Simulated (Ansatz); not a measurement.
# BCCD(T)/cc-pVDZ run of GeSiH6 (SMILES [SiH3][GeH3])

Aim: the electronic atomisation energy of GeSiH6 at BCCD(T)/cc-pVDZ, from 4 runs. 

The calculation is run with Ansatz 0.2.0.

48 further runs of the same task are left out: 7 that didn't finish, 41 set aside as unsound or not needed. Runs told in other sessions of the task aren't counted.

**1. Starting point**

The species is GeSiH6 (8 atoms), meant as a singlet with charge 0. As SMILES, `[SiH3][GeH3]`. The coordinates come from a PBE0-D4/def2-TZVP relaxation.

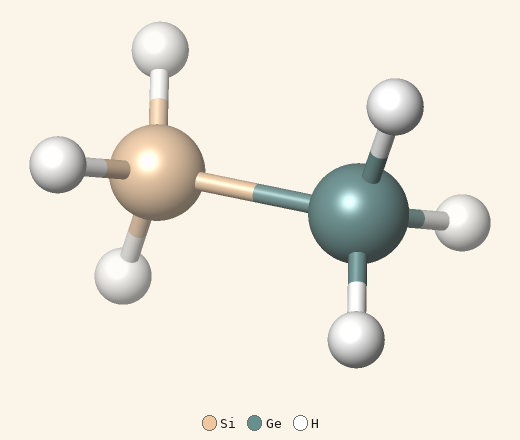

The structure, seen from a chosen angle (silicon light orange, germanium teal, hydrogen white).

**2. A single-point energy at BCCD(T)/cc-pVDZ**

Contents of input.yaml:

```yaml
crystal:
  periodic: [false, false, false]
  atoms:
    - {symbol: Si, position_ang: [-0.516700, 0.386500, -1.010200]}
    - {symbol: Ge, position_ang: [0.529700, -0.393800, 0.977400]}
    - {symbol: H, position_ang: [-1.894900, 0.857200, -0.710900]}
    - {symbol: H, position_ang: [-0.590800, -0.708400, -2.013300]}
    - {symbol: H, position_ang: [0.260800, 1.514500, -1.587400]}
    - {symbol: H, position_ang: [0.619100, 0.733600, 2.019400]}
    - {symbol: H, position_ang: [1.954300, -0.890500, 0.679100]}
    - {symbol: H, position_ang: [-0.269300, -1.556200, 1.590100]}
basis:
  gaussian:
    orbitals: cc-pVDZ
correlation:
  method: bccd_t
  frozen_orbitals: {Ge: 9, H: 0, Si: 5}
accuracy: high
scf:
  omitted_lower_state_checks: [cluster_reference, increment]
```

Launch:

```console
$ ansatz run input.yaml --threads 1 --pin off --max-ram 3480MiB --events-out events.jsonl --progress --plain --runs-dir runs
```

The log of the run:

```text
Warning: RAYON_NUM_THREADS=1 ignored (pool sized by the plan → 1); use --threads N
Functional definition: HF
  name "HF"
  exchange = exact_x
  correlation = 0
these checks for a lower state are left out or cut short: cluster_reference, increment
1748 factors; integrals over basis functions are off by at most 4.7e-9 eV
mean field evaluation 1: about -64428.6688 eV, gradient 1.2e1 eV
mean field evaluation 2: about -64428.6828 eV, gradient 1.2e1 eV
mean field evaluation 4: about -64429.6046 eV, gradient 6.8e-1 eV
mean field evaluation 8: about -64429.6061 eV, gradient 3.4e-4 eV
mean field -64429.60610933 eV, -2367.7443525622 hartree, gradient 3.1e-8 eV, S^2 0.000000; 0 other end points of the search recorded, 0 dependent functions left out
14 core orbitals not correlated: weight in the atoms' cores, before any rotation towards them, 1.000 or more for the frozen orbitals, at most 0.000 for the correlated occupied ones
reference -64429.60610933 eV, -2367.7443525622 hartree; 12, 12 occupied and 49, 49 virtual orbitals, 1748 factors
second order -6.30036926 eV of doubles, -0.00000000 eV of singles
cycle   1  -7.28310091 eV  change   -9.8e-1 eV  update   7.6e-2
cycle   2  -7.63474437 eV  change   -3.5e-1 eV  update   2.5e-2
cycle   3  -7.64858273 eV  change   -1.4e-2 eV  update   6.8e-3
cycle   4  -7.64505679 eV  change    3.5e-3 eV  update   2.3e-3
cycle   5  -7.64384124 eV  change    1.2e-3 eV  update   5.3e-4
cycle   6  -7.64357112 eV  change    2.7e-4 eV  update   1.4e-4
cycle   7  -7.64355744 eV  change    1.4e-5 eV  update   3.3e-5
cycle   8  -7.64356945 eV  change   -1.2e-5 eV  update   8.8e-6
cycle   9  -7.64357253 eV  change   -3.1e-6 eV  update   2.8e-6
cycle  10  -7.64357182 eV  change    7.1e-7 eV  update   7.3e-7
cycle  11  -7.64357203 eV  change   -2.1e-7 eV  update   2.0e-7
cycle  12  -7.64357205 eV  change   -2.0e-8 eV  update   6.4e-8
cycle  13  -7.64357209 eV  change   -4.4e-8 eV  update   3.0e-8
cycle  14  -7.64357210 eV  change   -6.8e-9 eV  update   2.0e-8
cycle  15  -7.64357195 eV  change    1.5e-7 eV  update   9.4e-8
cycle  16  -7.64357193 eV  change    1.3e-8 eV  update   2.5e-8
cycle  17  -7.64357193 eV  change    2.6e-9 eV  update   5.7e-9
cycle  18  -7.64357193 eV  change  -9.9e-10 eV  update   1.6e-9
perturbative correction -0.20277898 eV, -0.0074519899 hartree
Total energy: -64437.45246023 eV, -2368.0327006396 hartree
Checks for a lower state left out: cluster_reference, increment
```

Wall time 11 s (1 thread of Arm Neoverse V1, shared host); peak memory 0.4 GiB.

**3. The Ge atom**

Contents of job.yaml:

```yaml
basis:
  gaussian: {orbitals: cc-pVDZ}
crystal:
  periodic: [false, false, false]
  atoms:
    - {symbol: Ge, position_ang: [0.000000, 0.000000, 0.000000]}
magnetization: {spin_polarized: true, initial_magnetization: 2}
correlation: {method: bccd_t, frozen_orbitals: {Ge: 9}}
accuracy: high
scf: {omitted_lower_state_checks: [cluster_reference, increment]}
```

Run the same way, it converges to -2075.36444 Eh (log not shown).

**4. The H atom: the energy at UHF/cc-pVDZ**

Contents of job.yaml:

```yaml
crystal:
  periodic: [false, false, false]
  atoms:
    - {symbol: H, position_ang: [0.000000, 0.000000, 0.000000]}
basis:
  gaussian: {orbitals: cc-pVDZ}
total_charge: 0
magnetization: {spin_polarized: true, initial_magnetization: 1}
hamiltonian: {xc: hf}
accuracy: high
```

Run the same way, it converges to -0.49928 Eh (log not shown).

**5. The Si atom at the same level**

Contents of input.yaml:

```yaml
crystal:
  periodic: [false, false, false]
  atoms:
    - {symbol: Si, position_ang: [0.000000, 0.000000, 0.000000]}
basis:
  gaussian:
    orbitals: cc-pVDZ
magnetization:
  spin_polarized: true
  initial_magnetization: 2
correlation:
  method: bccd_t
  frozen_orbitals: {Si: 5}
accuracy: high
scf:
  omitted_lower_state_checks: [cluster_reference, increment]
```

Run the same way, it converges to -288.91507 Eh (log not shown).

**6. Results**

At BCCD(T)/cc-pVDZ, 14 core orbitals frozen:

| quantity | value |
| --- | --- |
| molecule: total energy | -2368.03270 Eh |
| molecule: correlation energy (14 core orbitals frozen) | -288.3 mEh |
| molecule: (T) correction | -7.45 mEh |
| Ge atom: total energy | -2075.36444 Eh |
| Ge atom: correlation energy (9 core orbitals frozen) | -72.8 mEh |
| Ge atom: (T) correction | -1.66 mEh |
| Ge atom: ⟨S²⟩ of the reference determinant | 2.009 |
| H atom: total energy | -0.49928 Eh |
| H atom: ⟨S²⟩ | 0.750 |
| Si atom: total energy | -288.91507 Eh |
| Si atom: correlation energy (5 core orbitals frozen) | -65.0 mEh |
| Si atom: (T) correction | -1.05 mEh |
| Si atom: ⟨S²⟩ of the reference determinant | 2.011 |
| electronic atomisation energy | 20.613 eV |

**Reading.** Taking the molecule apart into free atoms costs 20.61 eV (475 kcal/mol), before zero-point energy and without spin-orbit coupling. The triples (molecule) make up 2.6 % of the correlation energy. The triples (Ge atom) make up 2.3 % of the correlation energy. The triples (Si atom) make up 1.6 % of the correlation energy.
